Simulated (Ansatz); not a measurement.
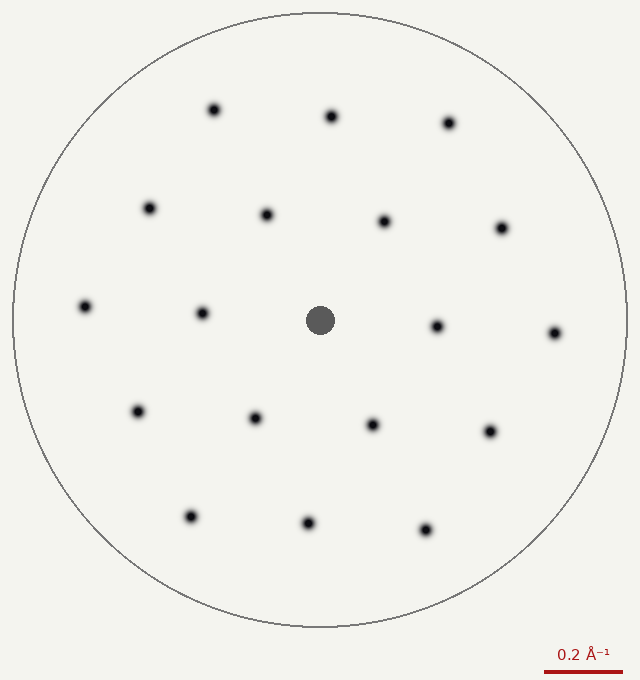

Simulated LEED pattern at 140 eV and normal incidence, from the upper face of a slab model. Spot positions follow from the surface net; brightness is a rough single-scattering estimate from the outer layers, good only for telling present from absent.

Q: What surface net do the spots show?

A: The spots form a hexagonal reciprocal net with shortest vectors 0.302 and 0.302 Å⁻¹ at 60.0°. The primitive real-space mesh has edges 3.83 and 3.83 Å at 60.0° (or its supplement) and area 12.7 Å².

The slab has composition SnSe2 (3 atoms a cell, 3.1 Å thick). Structure: the geometry relaxed with DFT, HSE06, plane waves, PAW (Ansatz); the starting structure was generated, so it need not be a known form of this composition.

Q: Which atoms form the outermost layer?

A: The highest atoms of the upper face (within 0.6 Å of the top) are Se; the spot positions alone do not show this.
